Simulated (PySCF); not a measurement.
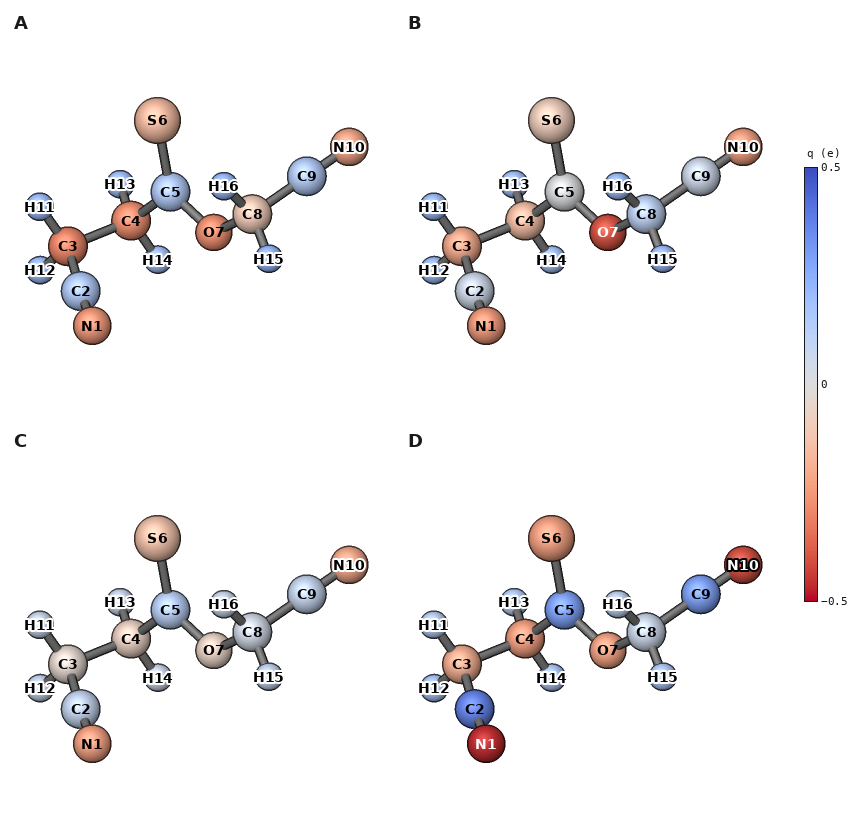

Atomic charges of one calculation by 4 schemes, on one colour scale. Computed geometry: GFN2-xTB optimisation. No frequency run is at hand to confirm it as a minimum. Level of theory: PBE0/pcSseg-1 (PySCF 2.14.0).

### The schemes are ESP-fitted, Hirshfeld, IAO, Mulliken. Which panel shows which?

A IAO, B Mulliken, C Hirshfeld, D ESP-fitted.

List the charges (e), one line for each set of equivalent atoms.

| atom | IAO | Mulliken | Hirshfeld | ESP-fitted |
| --- | --- | --- | --- | --- |
| N1 | −0.24 | −0.24 | −0.23 | −0.46 |
| C2 | 0.14 | 0.05 | 0.08 | 0.36 |
| C3 | −0.29 | −0.20 | −0.03 | −0.19 |
| C4 | −0.27 | −0.14 | −0.06 | −0.23 |
| C5 | 0.13 | 0.01 | 0.11 | 0.28 |
| S6 | −0.15 | −0.08 | −0.12 | −0.22 |
| O7 | −0.27 | −0.40 | −0.06 | −0.22 |
| C8 | −0.10 | 0.10 | 0.04 | 0.06 |
| C9 | 0.13 | 0.05 | 0.08 | 0.28 |
| N10 | −0.21 | −0.22 | −0.20 | −0.40 |
| H11 | 0.19 | 0.18 | 0.06 | 0.11 |
| H12 | 0.19 | 0.18 | 0.08 | 0.15 |
| H13 | 0.18 | 0.17 | 0.06 | 0.12 |
| H14 | 0.17 | 0.16 | 0.05 | 0.14 |
| H15 | 0.21 | 0.19 | 0.08 | 0.14 |
| H16 | 0.19 | 0.19 | 0.06 | 0.09 |
